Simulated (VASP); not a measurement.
# A VASP study of ZnCu (r2SCAN): structure first, properties next

What structure does ZnCu take at this level, and what are its properties? The steps: full relaxation (r2SCAN), second relaxation, density, ELF and potential (r2SCAN), bands along the symmetry lines (r2SCAN), density of states (r2SCAN), volume scan with r2SCAN, fit for r2SCAN and independent-particle dielectric function (r2SCAN). The start is a cell from a database of measured crystal structures.

Program: VASP 6.6.1. Level of theory: r2SCAN; plane waves and PAW (Zn, Cu). Results are calculated unless marked as measured.

### Step 1. The starting structure

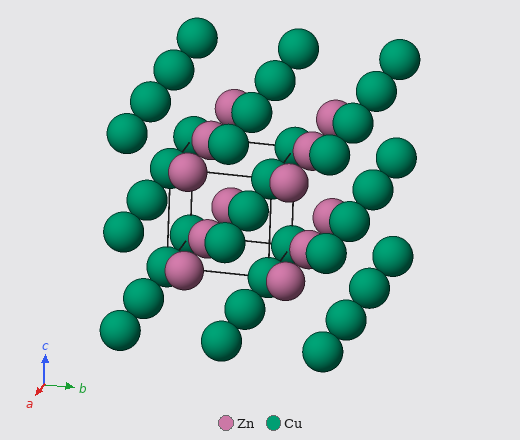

The starting structure, seen slightly off an axis (zinc pink, copper teal). 3×2×2 cells are drawn. Some periodic images of atoms are drawn too.

Coordinates:

```
Zn Cu
1.0
     2.94500    0.00000    0.00000
     0.00000    2.94500    0.00000
     0.00000    0.00000    2.94500
Zn Cu
1 1
Cartesian
  1.4725 1.4725 1.4725
  0.0000 0.0000 0.0000
```

### Step 2. Full relaxation (r2SCAN)

Properties are meant for the cell that this level of theory prefers, so cell and atoms are relaxed first (ISIF = 3) until forces and stress are small; EDIFFG sets the threshold. r2SCAN adds the kinetic-energy density, costs more than a GGA and is run with LASPH.

INCAR reads:

```
SYSTEM = ZnCu
PREC = Accurate
ENCUT = 400
EDIFF = 1E-06
NELM = 100
ISMEAR = 1
SIGMA = 0.2
LREAL = .FALSE.
ALGO = Normal
METAGGA = R2SCAN
LASPH = .TRUE.
NBANDS = 17
LORBIT = 11
LWAVE = .FALSE.
LCHARG = .FALSE.
KPAR = 2
IBRION = 2
NSW = 60
ISIF = 3
EDIFFG = -0.01
```

POSCAR reads:

```
ZnCu
1.0
    2.9450000000      0.0000000000      0.0000000000
    0.0000000000      2.9450000000      0.0000000000
    0.0000000000      0.0000000000      2.9450000000
Zn Cu
1 1
Direct
    0.5000000000      0.5000000000      0.5000000000
    0.0000000000      0.0000000000      0.0000000000
```

KPOINTS reads:

```
Automatic mesh
0
Gamma
8 8 8
0 0 0
```

Potentials, in the order of the species: Zn and Cu (PBE family, release 64).

Launch:

```console
$ mpirun -np 2 vasp_std
```

What it wrote:

```text
[banner, memory and clock lines left out]
running    2 mpi-ranks, on    1 nodes
 distrk:  each k-point on    1 cores,    2 groups
 distr:  one band on    1 cores,    1 groups

 POSCAR found type information on POSCAR ZnCu
 POSCAR found :  2 types and       2 ions
|                                                                             |
|               ----> ADVICE to this user running VASP <----                  |
|                                                                             |
|     You enforced a specific xc type in the INCAR file but a different       |
|     [... a line on the potential file left out ...]
|     I HOPE YOU KNOW WHAT YOU ARE DOING!                                     |
|                                                                             |

 LDA part: xc-table for (None), standard interpolation
 POSCAR, INCAR and KPOINTS ok, starting setup
 FFT: planning ... GRIDC
 FFT: planning ... GRID_SOFT
 FFT: planning ... GRID
 WAVECAR not read
 entering main loop
       N       E                     dE             d eps       ncg     rms          rms(c)
DAV:   1     0.851217056911E+02    0.85122E+02   -0.10048E+04  1270   0.194E+03
DAV:   2    -0.206958517705E+02   -0.10582E+03   -0.10201E+03  1198   0.283E+02
DAV:   3    -0.239956757414E+02   -0.32998E+01   -0.32531E+01  1373   0.664E+01
DAV:   4    -0.240217612234E+02   -0.26085E-01   -0.26080E-01  1493   0.538E+00
DAV:   5    -0.240221265319E+02   -0.36531E-03   -0.36530E-03  1387   0.633E-01    0.957E+00
DAV:   6    -0.210392360557E+02    0.29829E+01   -0.19718E+01  1233   0.108E+02    0.678E+00
DAV:   7    -0.199214267071E+02    0.11178E+01   -0.34115E+00  1257   0.820E+01    0.260E+00
DAV:   8    -0.199397282929E+02   -0.18302E-01   -0.27462E-01  1583   0.908E+00    0.135E+00
DAV:   9    -0.199423869731E+02   -0.26587E-02   -0.88629E-03  1540   0.134E+00    0.341E-01
DAV:  10    -0.199405921197E+02    0.17949E-02   -0.81449E-03  1285   0.216E+00    0.706E-02
DAV:  11    -0.199407895679E+02   -0.19745E-03   -0.10096E-03  1784   0.542E-01    0.659E-02
DAV:  12    -0.199407131561E+02    0.76412E-04   -0.16754E-04  1422   0.305E-01    0.195E-02
DAV:  13    -0.199407106760E+02    0.24802E-05   -0.21809E-05  1639   0.103E-01    0.420E-03
DAV:  14    -0.199407098884E+02    0.78761E-06   -0.12258E-06   748   0.209E-02
   1 F= -.19940710E+02 E0= -.19940451E+02  d E =-.199407E+02
 curvature:   0.00 expect dE= 0.000E+00 dE for cont linesearch  0.000E+00
 trial: gam= 0.00000 g(F)=  0.000E+00 g(S)=  0.197E-01 ort = 0.000E+00 (trialstep = 0.100E+01)
 search vector abs. value=  0.197E-01
 bond charge predicted
       N       E                     dE             d eps       ncg     rms          rms(c)
DAV:   1    -0.205591287371E+02   -0.61842E+00   -0.68727E+00  1221   0.589E+01    0.626E+00
DAV:   2    -0.202001865136E+02    0.35894E+00   -0.44354E+00  1228   0.541E+01    0.300E+00
DAV:   3    -0.199703164211E+02    0.22987E+00   -0.10478E+00  1231   0.364E+01    0.142E+00
DAV:   4    -0.199524517287E+02    0.17865E-01   -0.47243E-02  1731   0.486E+00    0.573E-01
DAV:   5    -0.199458354149E+02    0.66163E-02   -0.29993E-03  1754   0.900E-01    0.537E-02
DAV:   6    -0.199458411651E+02   -0.57502E-05   -0.33095E-04  1627   0.321E-01    0.293E-02
DAV:   7    -0.199458466251E+02   -0.54600E-05   -0.22724E-05  1903   0.148E-01    0.402E-03
DAV:   8    -0.199458467985E+02   -0.17340E-06   -0.17585E-06   862   0.442E-02
   2 F= -.19945847E+02 E0= -.19945205E+02  d E =-.513691E-02
 trial-energy change:   -0.005137  1 .order   -0.004276   -0.019664    0.011112
 step:   0.6757(harm=  0.6389)  dis= 0.00000  next Energy=   -19.947619 (dE=-0.691E-02)
 bond charge predicted
       N       E                     dE             d eps       ncg     rms          rms(c)
DAV:   1    -0.200097550758E+02   -0.63908E-01   -0.74512E-01  1216   0.202E+01    0.191E+00
DAV:   2    -0.199680369358E+02    0.41718E-01   -0.37912E-01  1229   0.157E+01    0.866E-01
DAV:   3    -0.199511425558E+02    0.16894E-01   -0.99510E-02  1221   0.920E+00    0.533E-01
DAV:   4    -0.199482892280E+02    0.28533E-02   -0.54714E-03  1628   0.203E+00    0.192E-01
DAV:   5    -0.199475751402E+02    0.71409E-03   -0.47343E-04  1837   0.287E-01    0.102E-02
DAV:   6    -0.199475783266E+02   -0.31864E-05   -0.14537E-05  1430   0.520E-02    0.560E-03
DAV:   7    -0.199475799522E+02   -0.16257E-05   -0.15105E-06  1056   0.295E-02    0.978E-04
DAV:   8    -0.199475801501E+02   -0.19786E-06   -0.71448E-07   629   0.148E-02
   3 F= -.19947580E+02 E0= -.19947059E+02  d E =-.687026E-02
 curvature:  -0.32 expect dE=-0.692E-05 dE for cont linesearch -0.692E-05
 trial: gam= 0.00000 g(F)=  0.125E-63 g(S)=  0.219E-04 ort =-0.656E-03 (trialstep = 0.935E+00)
 search vector abs. value=  0.219E-04
 reached required accuracy - stopping structural energy minimisation
```

Run time: 29 s. Hardware: 2 MPI ranks of Intel Xeon 6975P-C (Granite Rapids), shared host; peak memory 0.24 GiB; 50 s of CPU time.

Lines that name or quote the potential files are left out of all logs, and their timing lines are given in words.

OUTCAR, selected parts (step 2):

```text
ion  position               nearest neighbor table
   1  0.500  0.500  0.500-   2 2.55   2 2.55   2 2.55   2 2.55   2 2.55   2 2.55   2 2.55   2 2.55

  LATTYP: Found a simple cubic cell.
 ALAT       =     2.9450000000

 Subroutine GETGRP returns: Found 48 space group operations
 (whereof 48 operations were pure point group operations)

The static configuration has the point symmetry O_h .

 Found     35 irreducible k-points:

   k-points           NKPTS =     35   k-points in BZ     NKDIM =     35   number of bands    NBANDS=     17

   dimension x,y,z NGX =    20 NGY =   20 NGZ =   20
   dimension x,y,z NGXF=    40 NGYF=   40 NGZF=   40

   ENCUT  =  400.0 eV  29.40 Ry    5.42 a.u.   4.80  4.80  4.80*2*pi/ulx,y,z

   NELECT =      23.0000    total number of electrons

 k-points in reciprocal lattice and weights: Automatic mesh
   0.00000000  0.00000000  0.00000000       0.002
   0.12500000  0.00000000  0.00000000       0.012
   0.25000000  0.00000000  0.00000000       0.012
   0.37500000  0.00000000  0.00000000       0.012
   0.50000000  0.00000000  0.00000000       0.006
   0.12500000  0.12500000  0.00000000       0.023
   0.25000000  0.12500000  0.00000000       0.047
   0.37500000  0.12500000  0.00000000       0.047
   0.50000000  0.12500000  0.00000000       0.023
[...]
0.50000000  0.50000000  0.37500000       0.012
   0.50000000  0.50000000  0.50000000       0.002

 average (electrostatic) potential at core
       1 -39.5791       2 -71.5777

 E-fermi :   5.3449

 k-point     1 :       0.0000    0.0000    0.0000
  band No.  band energies     occupation
    ...
      7       1.8203      2.00000
      8       1.8203      2.00000
      9       2.7433      2.00000
     10       2.7433      2.00000
     11       2.7433      2.00000
     12      12.3349      0.00000
     13      12.3349      0.00000
     14      12.3349      0.00000
     15      17.2925      0.00000
     16      17.2925      0.00000
    ...

 k-point     2 :       0.1250    0.0000    0.0000
  band No.  band energies     occupation
    ...
      7       1.8026      2.00000
      8       1.8439      2.00000
      9       2.6466      2.00000
     10       2.6466      2.00000
     11       2.7321      2.00000
     12      10.0119      0.00000
     13      12.7869      0.00000
     14      12.7869      0.00000
     15      17.4534      0.00000
     16      18.3789      0.00000
    ...

 k-point     3 :       0.2500    0.0000    0.0000
  band No.  band energies     occupation
    ...
      7       1.7581      2.00000
      8       1.8351      2.00000
      9       2.4306      2.00000
     10       2.4306      2.00000
     11       2.7046      2.00000
     12       6.6983     -0.00000
     13      14.0608      0.00000
     14      14.0608      0.00000
     15      17.9483      0.00000
     16      19.0071      0.00000
    ...

  Total        0.0173929      0.0173929      0.0173929      0.0000000     -0.0000000      0.0000000
  in kB        1.1192949      1.1192949      1.1192949      0.0000000     -0.0000000      0.0000000
  external PRESSURE =       1.1192949 kB  Pullay stress =       0.0000000 kB

  energy-cutoff  :      400.00
  volume of cell :       24.90
      direct lattice vectors                 reciprocal lattice vectors
     2.919977811  0.000000000  0.000000000     0.342468356  0.000000000  0.000000000
    -0.000000000  2.919977811  0.000000000    -0.000000000  0.342468356  0.000000000
    -0.000000000 -0.000000000  2.919977811    -0.000000000 -0.000000000  0.342468356

 POSITION                                       TOTAL-FORCE (eV/Angst)
 -----------------------------------------------------------------------------------
      1.45999      1.45999      1.45999        -0.000000      0.000000      0.000000
      0.00000      0.00000      0.00000         0.000000     -0.000000      0.000000
 -----------------------------------------------------------------------------------
    total drift:                               -0.000000      0.000000     -0.000000

  FREE ENERGIE OF THE ION-ELECTRON SYSTEM (eV)
  ---------------------------------------------------
  free  energy   TOTEN  =       -19.9475801501 eV

  energy  without entropy=      -19.9460163413  energy(sigma->0) =      -19.94705888

 reached required accuracy - stopping structural energy minimisation

 total charge
# of ion       s       p       d       tot
------------------------------------------
    1        0.582   0.548   9.750  10.880
    2        0.444   0.419   9.199  10.062
--------------------------------------------------
tot          1.026   0.968  18.948  20.942

[... 3 further parts left out ...]
```

This run has no spin polarisation. Its electron count is odd, so without a moment it is a metal by construction. The k-mesh is coarse for a metal. The PAW data sets were made with PBE, which is usual practice but a small mismatch for other functionals. The run keeps the 48 symmetry operations of its start, so it cannot find a distortion of lower symmetry.

The steps of the relaxation:

| step | energy less that of the first step (eV) | largest force (eV/Å) | pressure (GPa) | volume (Å³) |
| --- | --- | --- | --- | --- |
| 1 | 0.0000 | 0.0000 | -3.27 | 25.54 |
| 2 | -0.0051 | 0.0000 | 1.92 | 24.59 |
| 3 | -0.0069 | 0.0000 | 0.11 | 24.90 |

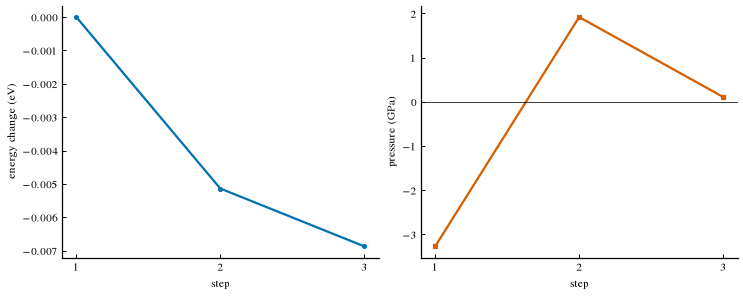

Energy and pressure along the relaxation.

| conventional cell, symmetrised | before | after | change |
| --- | --- | --- | --- |
| a (Å) | 2.945 | 2.920 | -0.8 % |
| b (Å) | 2.945 | 2.920 | -0.8 % |
| c (Å) | 2.945 | 2.920 | -0.8 % |
| volume (Å³/atom) | 12.77 | 12.45 | -2.5 % |

The relaxed structure:

```xyz
2
Lattice="2.9200 0.0000 0.0000 0.0000 2.9200 0.0000 0.0000 0.0000 2.9200" Properties=species:S:1:pos:R:3 pbc="T T T"
Zn    1.4600    1.4600    1.4600
Cu    0.0000    0.0000    0.0000
```

This step gave:

```
electrons                       : 23
bands                           : 17
irreducible k-points            : 35
symmetry operations             : 48
free energy (TOTEN)             : -19.95 eV
energy at zero smearing         : -19.95 eV
Fermi energy                    : 5.345 eV
pressure                        : 0.1119 GPa
metallic                        : yes
SCF cycles over all ionic steps : 30
```

It ends with forces that vanish by symmetry and a pressure of 0.11 GPa. The volume lies -2.5 % from that of the database's start, which holds the thermal and zero-point expansion of its experiment.

### Step 3. Second relaxation

The basis stayed that of the start cell while the cell moved. A rerun from the cell reached resets it; the error of the finite cutoff stays.

INCAR is that of step 2.

POSCAR reads:

```
ZnCu
1.0
    2.9199778113      0.0000000000      0.0000000000
    0.0000000000      2.9199778113      0.0000000000
    0.0000000000      0.0000000000      2.9199778113
Zn Cu
1 1
Direct
    0.5000000000      0.5000000000      0.5000000000
    0.0000000000      0.0000000000      0.0000000000
```

KPOINTS is that of step 2.

Launch:

```console
$ mpirun -np 2 vasp_std
```

What it wrote:

```text
[banner, memory and clock lines left out]
running    2 mpi-ranks, on    1 nodes
 distrk:  each k-point on    1 cores,    2 groups
 distr:  one band on    1 cores,    1 groups

 POSCAR found type information on POSCAR ZnCu
 POSCAR found :  2 types and       2 ions
 [... a notice as in an earlier step ...]

 LDA part: xc-table for (None), standard interpolation
 POSCAR, INCAR and KPOINTS ok, starting setup
 FFT: planning ... GRIDC
 FFT: planning ... GRID_SOFT
 FFT: planning ... GRID
 WAVECAR not read
 entering main loop
       N       E                     dE             d eps       ncg     rms          rms(c)
DAV:   1     0.865706338473E+02    0.86571E+02   -0.98165E+03  1230   0.194E+03
DAV:   2    -0.204672515607E+02   -0.10704E+03   -0.10351E+03  1198   0.290E+02
DAV:   3    -0.239840847701E+02   -0.35168E+01   -0.35052E+01  1353   0.696E+01
DAV:   4    -0.240107712755E+02   -0.26687E-01   -0.26682E-01  1429   0.544E+00
DAV:   5    -0.240111529162E+02   -0.38164E-03   -0.38163E-03  1383   0.669E-01    0.978E+00
DAV:   6    -0.210149899989E+02    0.29962E+01   -0.19587E+01  1232   0.109E+02    0.668E+00
DAV:   7    -0.199265544498E+02    0.10884E+01   -0.34179E+00  1270   0.836E+01    0.269E+00
DAV:   8    -0.199439819429E+02   -0.17427E-01   -0.26126E-01  1573   0.871E+00    0.140E+00
DAV:   9    -0.199453854391E+02   -0.14035E-02   -0.82041E-03  1557   0.137E+00    0.332E-01
DAV:  10    -0.199436610210E+02    0.17244E-02   -0.81883E-03  1305   0.219E+00    0.671E-02
DAV:  11    -0.199438390315E+02   -0.17801E-03   -0.81529E-04  1744   0.463E-01    0.613E-02
DAV:  12    -0.199437733092E+02    0.65722E-04   -0.14130E-04  1421   0.283E-01    0.186E-02
DAV:  13    -0.199437706171E+02    0.26921E-05   -0.19516E-05  1629   0.100E-01    0.403E-03
DAV:  14    -0.199437699288E+02    0.68834E-06   -0.11589E-06   748   0.202E-02
   1 F= -.19943770E+02 E0= -.19943249E+02  d E =-.199438E+02
 curvature:   0.00 expect dE= 0.000E+00 dE for cont linesearch  0.000E+00
 trial: gam= 0.00000 g(F)=  0.000E+00 g(S)=  0.104E-04 ort = 0.000E+00 (trialstep = 0.100E+01)
 search vector abs. value=  0.104E-04
 reached required accuracy - stopping structural energy minimisation
```

The job ended after 12 s (2 MPI ranks; peak memory 0.23 GiB).

OUTCAR, selected parts (step 3):

```text
  LATTYP: Found a simple cubic cell.
 ALAT       =     2.9199778113

The static configuration has the point symmetry O_h .

 Found     35 irreducible k-points:

   ENCUT  =  400.0 eV  29.40 Ry    5.42 a.u.   4.76  4.76  4.76*2*pi/ulx,y,z

   NELECT =      23.0000    total number of electrons

 E-fermi :   5.3453

 k-point     1 :       0.0000    0.0000    0.0000
  band No.  band energies     occupation
    ...
      7       1.8206      2.00000
      8       1.8206      2.00000
      9       2.7435      2.00000
     10       2.7435      2.00000
     11       2.7435      2.00000
     12      12.3347      0.00000
     13      12.3347      0.00000
     14      12.3347      0.00000
     15      17.2931      0.00000
     16      17.2931      0.00000
    ...

 k-point     2 :       0.1250    0.0000    0.0000
  band No.  band energies     occupation
    ...
      7       1.8029      2.00000
      8       1.8443      2.00000
      9       2.6471      2.00000
     10       2.6471      2.00000
     11       2.7324      2.00000
     12      10.0119      0.00000
     13      12.7867      0.00000
     14      12.7867      0.00000
     15      17.4541      0.00000
     16      18.3791      0.00000
    ...

  Total        0.0120045      0.0120045      0.0120045     -0.0000000      0.0000000     -0.0000000
  in kB        0.7725294      0.7725294      0.7725294     -0.0000000      0.0000000     -0.0000000
  external PRESSURE =       0.7725294 kB  Pullay stress =       0.0000000 kB

  energy-cutoff  :      400.00
  volume of cell :       24.90
      direct lattice vectors                 reciprocal lattice vectors
     2.919977811  0.000000000  0.000000000     0.342468356  0.000000000  0.000000000
     0.000000000  2.919977811  0.000000000     0.000000000  0.342468356  0.000000000
     0.000000000  0.000000000  2.919977811     0.000000000  0.000000000  0.342468356

 POSITION                                       TOTAL-FORCE (eV/Angst)
 -----------------------------------------------------------------------------------
      1.45999      1.45999      1.45999         0.000000      0.000000      0.000000
      0.00000      0.00000      0.00000         0.000000      0.000000      0.000000
 -----------------------------------------------------------------------------------
    total drift:                               -0.000000      0.000000     -0.000000

  FREE ENERGIE OF THE ION-ELECTRON SYSTEM (eV)
  ---------------------------------------------------
  free  energy   TOTEN  =       -19.9437699288 eV

  energy  without entropy=      -19.9422067792  energy(sigma->0) =      -19.94324888

 total charge
# of ion       s       p       d       tot
------------------------------------------
    1        0.582   0.548   9.749  10.880
    2        0.444   0.420   9.198  10.062
--------------------------------------------------
tot          1.027   0.968  18.948  20.942

[... 5 parts as in an earlier step ...]

[... 6 further parts left out ...]
```

CONTCAR:

```
ZnCu
   1.00000000000000
     2.9199778112999999    0.0000000000000000    0.0000000000000000
     0.0000000000000000    2.9199778112999999    0.0000000000000000
     0.0000000000000000    0.0000000000000000    2.9199778112999999
  Zn              Cu
     1     1
Direct
     0.5000000000000000    0.5000000000000000    0.5000000000000000
     0.0000000000000000    0.0000000000000000    0.0000000000000000
```

Little changed from the start: no atom moved by 0.005 Å and no cell edge by 0.1 %.

Numbers from this step:

```yaml
free_energy_toten: -19.94 eV
energy_at_zero_smearing: -19.94 eV
pressure: 0.07725 GPa
scf_cycles_over_all_ionic_steps: 14
```

It ends with forces that vanish by symmetry and a pressure of 0.08 GPa. The volume moved by under 0.01 %: the run met its threshold at the first step.

(Continued in part 2 of 4.)

[Lines on the potential files, build, host, timing and source positions are cut from VASP's logs without a mark.]

[Logs are printed without paths, hosts, clocks, repeated set-up lines and the standing remarks that a program may print on its own settings, such as how far it seeks lower states.]

[Hosts, paths, dates, database ids (printed as entryN), source tags and the programs' standing remarks are cut or masked in the printed files.]

[A measured line is paired with the nearest computed mode of its activity, which favours agreement.]
